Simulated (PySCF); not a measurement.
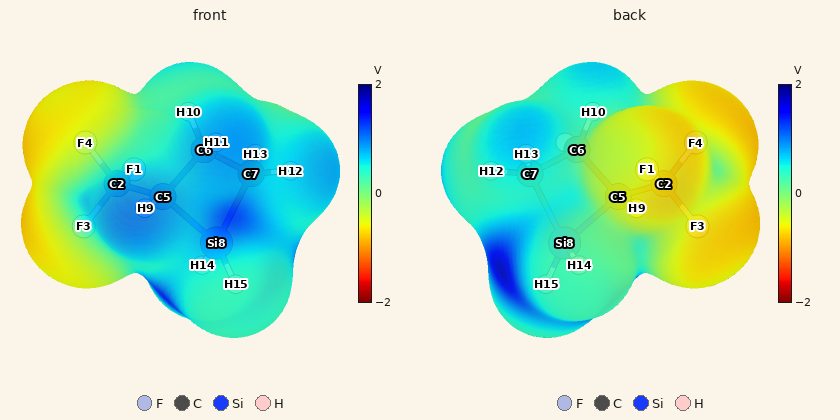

Figure 1: C$_{4}$H$_{7}$F$_{3}$Si. The molecular electrostatic potential painted on the density surface at 0.002 e/bohr³, seen from the front and from behind; red is negative and blue positive.

Geometry: GFN2-xTB.

These are results of PBE0/pcSseg-1, SCF density, gas phase, non-relativistic in PySCF 2.14.0, not measurements.

```yaml
atoms:
  - { symbol: F, position_ang: [1.4938, -0.7609, -1.2606] }
  - { symbol: C, position_ang: [1.7288, -0.0550, -0.1375] }
  - { symbol: F, position_ang: [2.5136, 0.9764, -0.5101] }
  - { symbol: F, position_ang: [2.5030, -0.8458, 0.6335] }
  - { symbol: C, position_ang: [0.4754, 0.4003, 0.5342] }
  - { symbol: C, position_ang: [-0.4809, -0.7737, 0.8304] }
  - { symbol: C, position_ang: [-1.5516, -0.5304, -0.2554] }
  - { symbol: Si, position_ang: [-0.7867, 1.1620, -0.7091] }
  - { symbol: H, position_ang: [0.7744, 0.9705, 1.4125] }
  - { symbol: H, position_ang: [0.0061, -1.7449, 0.7466] }
  - { symbol: H, position_ang: [-0.8957, -0.6892, 1.8328] }
  - { symbol: H, position_ang: [-2.5693, -0.5463, 0.1267] }
  - { symbol: H, position_ang: [-1.4941, -1.2683, -1.0532] }
  - { symbol: H, position_ang: [-0.2942, 1.3644, -2.0653] }
  - { symbol: H, position_ang: [-1.4270, 2.3489, -0.1474] }
```

> Describe the electrostatic potential map.

The most negative region (about −0.8 V) lies over F3 and F4, the most positive (about +1.6 V) over Si8.
